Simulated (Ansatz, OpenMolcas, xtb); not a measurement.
# How methods differ on C2H4F2 (1,2-difluoroethane)

C2H4F2: 8 atoms, total charge 0, spin state singlet. SMILES: `FCCF`. The coordinates come from a PBE0-D4/def2-TZVP relaxation. This is one conformer, not always the lowest.

Each level gives the HOMO–LUMO gap (eV). The values are calculated.

```
           level             kind     program  value (eV)   CPU time
        GFN0-xTB   semi-empirical         xtb        7.71  under 2 s
    HF/def2-SVPD     Hartree–Fock  OpenMolcas       16.67       17 s
 SVWN5/def2-SVPD              LDA  OpenMolcas        8.02       39 s
   PBE/def2-SVPD              GGA  OpenMolcas        7.91       56 s
r2SCAN/def2-SVPD         meta-GGA      Ansatz        9.16      4.4 s
M06-2X/def2-SVPD  hybrid meta-GGA  OpenMolcas       12.25       71 s
B2PLYP/def2-SVPD    double hybrid  OpenMolcas       12.74       47 s
```

The values span 7.71 to 16.67 eV. Orbital gaps aren't excitation energies, and those of double hybrids come from the SCF part alone; they tend to grow with the share of exact exchange. CPU times are rough (shared hosts, several kinds of processor and program).

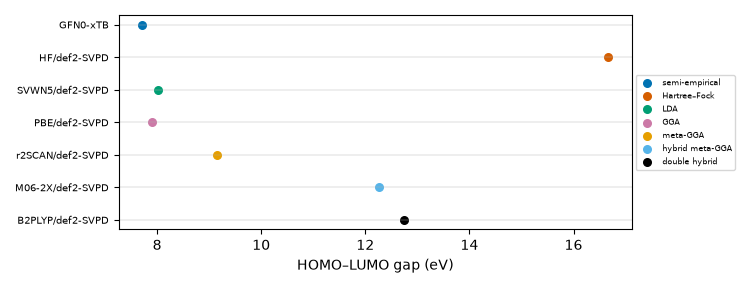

The values of the table, level by level.
